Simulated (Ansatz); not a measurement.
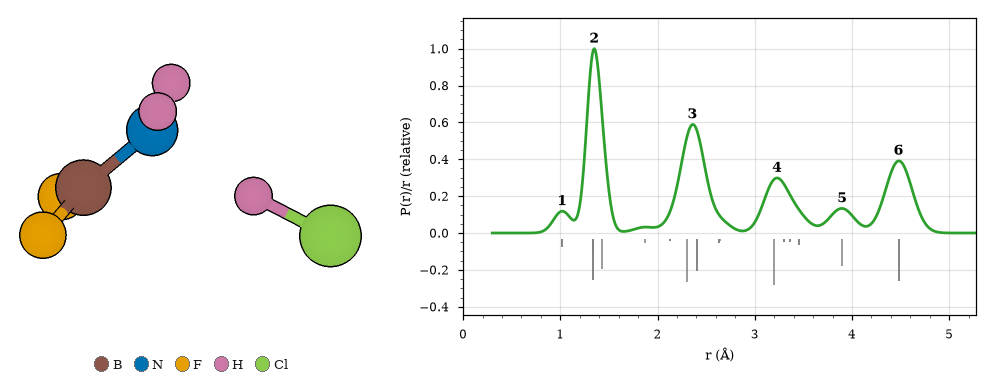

Simulated gas electron diffraction: radial distribution curve of BClF2H3N. Each pair of atoms contributes with weight ZᵢZⱼ/r (bars below the curve); damping constant 0.001 Å²; vibrational amplitudes assumed, not computed: 0.05 Å for bonds, 0.078 Å for bonds to H, 0.06 + 0.015 r up to 0.15 Å for other pairs. The geometry is the end point of an optimisation (RKS PBE/6-31G* (Ansatz)); it may be a saddle point or a higher isomer.

Question: Read the positions of the numbered peaks and name the main pairs (– for bonds).

Answer: Peak 1, 1.02 Å: N–H 1.02 Å (×2)
Peak 2, 1.35 Å: F–B 1.34 Å (×2), Cl–H 1.34 Å, N–B 1.43 Å, not resolved
Peak 3, 2.36 Å: F···F 2.31 Å, F···N 2.40 Å (×2), not resolved
Peak 4, 3.23 Å: Cl···N 3.20 Å, F···H 3.30–3.36 Å (×4), Cl···H 3.45 Å (×2), not resolved
Peak 5, 3.90 Å: Cl···B 3.90 Å
Peak 6, 4.48 Å: Cl···F 4.48 Å (×2)
